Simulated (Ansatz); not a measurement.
# Response to strain in Ga2O3

Take Ga$_{2}$O$_{3}$ in the corundum structure (space group R-3c, No. 167; a = 4.985 Å, c = 13.442 Å (hexagonal axes)) as the base. Axes: x lies along a and z along c of the hexagonal cell.

Strains are applied to the cell and any free atomic positions relax; under biaxial strain the out-of-plane vector relaxes too.

Calculations: Ansatz (a program for electronic structure) r2SCAN, no spin-orbit coupling.

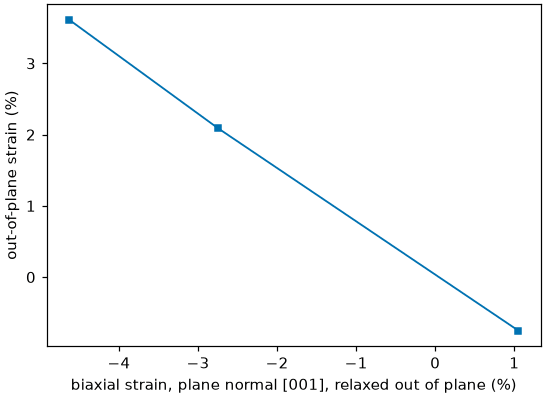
Fig. 1. Out-of-plane strain against biaxial strain, plane normal [001], relaxed out of plane

Task: From the plot, what is the out-of-plane strain for biaxial strain −4.63 %, plane normal [001], relaxed out of plane?

Result: About 3.6 %.

Task: Is the trend monotonic over the range shown?

Result: Yes, it falls throughout, spanning -0.75 % to +3.61 %.

Whether these cells are dynamically stable was not tested.
